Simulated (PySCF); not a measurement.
**NSF3 (SMILES N#S(F)(F)F) at 6 levels**

We compute a comparison of 6 runs (BLYP/def2-SVPD, PBE/def2-SVPD, SVWN5/def2-SVPD, r2SCAN/def2-SVPD, wB97X/def2-SVPD, CCSD(T)/def2-SVPD) of NSF3. 

The calculation is run with PySCF 2.14.0.

1 further run of the same task is left out (set aside as unsound or not needed).

## (1) The system as given

NSF3 has 5 atoms, charge 0, and is taken as a singlet. As SMILES, `N#S(F)(F)F`. Geometry: relaxed at PBE0-D4/def2-TZVP.

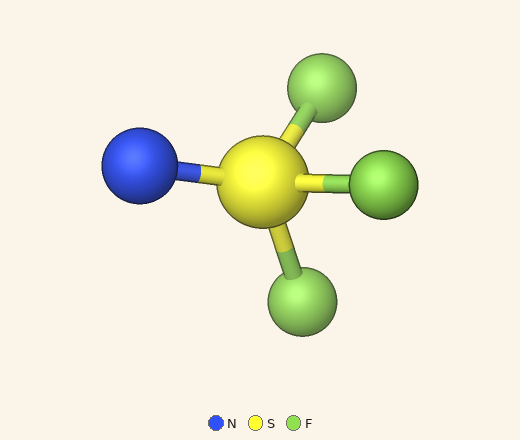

The structure, seen from a chosen angle (nitrogen blue, sulfur yellow, fluorine green).

## (2) A single-point energy at BLYP/def2-SVPD (run 1)

The input, calc.py:

```python
from pyscf import gto, dft

system = gto.M(
    atom='''
N   -0.349630  -0.004150   1.591380
S   -0.047340  -0.000560   0.215490
F    1.023370  -0.939300  -0.408980
F   -1.108620  -0.317610  -0.875740
F    0.482210   1.261610  -0.522150
''',
    basis='def2-svpd',
    max_memory=1860,
    charge=0,
    verbose=3,
    spin=0,
)

mf = dft.RKS(system, xc='blyp')
mf.grids.level = 5
mf.conv_tol = 1e-10
mf.kernel()
if not mf.converged:
    mf = mf.newton().run(mf.mo_coeff, mf.mo_occ)

e_final = mf.e_tot
print(f'total energy: {e_final:.8f} hartree')
```

Launch:

```bash
$ OMP_NUM_THREADS=1 python calc.py
```

Output:

```text
converged SCF energy = -751.920881476582
total energy: -751.92088148 hartree
```

It took 23 s on 1 thread of Arm Neoverse V1, shared host; peak memory 0.63 GiB.

## (3) The energy at PBE/def2-SVPD (run 2)

The input, geometry.xyz:

```xyz
5

N     -0.349630    -0.004150     1.591380
S     -0.047340    -0.000560     0.215490
F      1.023370    -0.939300    -0.408980
F     -1.108620    -0.317610    -0.875740
F      0.482210     1.261610    -0.522150
```

The input, calc.py:

```python
# N#S(F)(F)F
from pyscf import gto, dft

molecule = gto.M(
    atom='geometry.xyz',
    verbose=4,
    max_memory=1860,
    basis='def2-svpd',
)

mf = dft.RKS(molecule)
mf.xc = 'pbe'
mf.grids.level = 5
mf.conv_tol = 1e-10
mf.kernel()
if not mf.converged:
    mf = mf.newton().run(mf.mo_coeff, mf.mo_occ)

energy = mf.e_tot
print('E(%s) = %.9f' % ('PBE', energy))
```

Launch:

```bash
$ OMP_NUM_THREADS=1 python calc.py
```

Output:

```text
PySCF version 2.14.0

[... 78 lines left out ...]
converged SCF energy = -751.458599749076
E(PBE) = -751.458599749
```

Wall time 23 s (1 thread of Arm Neoverse V1, shared host); peak memory 0.63 GiB.

Runs 3 to 5 aren't shown in full; the table further down has their settings and results.

## (4) A single-point energy at CCSD(T)/def2-SVPD (run 6)

The input, calc.py:

```python
from pyscf import gto, scf, cc

mol = gto.M(
    atom='''
N       -0.349630      -0.004150       1.591380
S       -0.047340      -0.000560       0.215490
F        1.023370      -0.939300      -0.408980
F       -1.108620      -0.317610      -0.875740
F        0.482210       1.261610      -0.522150
''',
    basis='def2-svpd',
    max_memory=1860,
    verbose=4,
)

mf = scf.RHF(mol)
mf.conv_tol = 1e-10
mf.kernel()
if not mf.converged:
    mf = mf.newton().run(mf.mo_coeff, mf.mo_occ)

mycc = cc.CCSD(mf, frozen=9)
mycc.kernel()
e_t = mycc.ccsd_t()
e_final = mycc.e_tot + e_t
print('Final energy', e_final)
```

Launch:

```bash
$ OMP_NUM_THREADS=1 python calc.py
```

Output:

```text
PySCF version 2.14.0

[... 61 lines left out ...]
converged SCF energy = -749.704492952485
[... 12 lines left out ...]
Init t2, MP2 energy = -750.632675782292  E_corr(MP2) -0.92818282980703
[... 14 lines left out ...]
CCSD converged
[... 2 lines left out ...]
Final energy -750.6636322036248
```

It took 3.2 min on 1 thread of Arm Neoverse V1, shared host; peak memory 1.1 GiB.

## (5) Overview of the runs

| run | level | integration grid | frozen core orbitals | energy (Eh) | dipole moment (D) of the reference | HOMO energy (eV) | LUMO energy (eV) | wall time |
| --- | --- | --- | --- | --- | --- | --- | --- | --- |
| 1 | BLYP/def2-SVPD | 5 | – | -751.920881 | 1.84 | -8.25 | -2.61 | 23 s |
| 2 | PBE/def2-SVPD | 5 | – | -751.458600 | 1.87 | -8.38 | -2.62 | 23 s |
| 3 | SVWN5/def2-SVPD | 5 | – | -748.300199 | 1.88 | -8.62 | -2.91 | 15 s |
| 4 | r2SCAN/def2-SVPD | 5 | – | -751.774268 | 1.94 | -8.72 | -2.24 | 46 s |
| 5 | wB97X/def2-SVPD | 5 | – | -751.855240 | 2.01 | -12.33 | 0.72 | 35 s |
| 6 | CCSD(T)/def2-SVPD | – | 9 | -750.663632 | 2.16 | -13.29 | 1.65 | 3.2 min |

## (6) Summary of results

| quantity | value |
| --- | --- |
| run 6: total energy | -750.66363 Eh |
| run 6: dipole moment (Hartree–Fock density) | 2.16 D |
| run 6: HOMO energy (Hartree–Fock orbitals) | -13.29 eV |
| run 6: LUMO energy (Hartree–Fock orbitals) | 1.65 eV |
| run 6: HOMO–LUMO gap (Hartree–Fock orbitals) | 14.94 eV |
| run 6: correlation energy (9 core orbitals frozen) | -959.1 mEh |
| run 6: (T) correction | -31.70 mEh |
| run 6: T1 diagnostic | 0.016 |

What this shows: Over runs 1, 2, 3, 4, 5 the dipole moment (its size) runs from 1.84 D (BLYP/def2-SVPD) to 2.01 D (wB97X/def2-SVPD). Over runs 1, 2, 3, 4, 5 the HOMO–LUMO gap runs from 5.64 eV (BLYP/def2-SVPD) to 13.05 eV (wB97X/def2-SVPD). Totals of different functionals can't be ranked against each other. All runs together took 5.6 min, the longest 3.2 min.
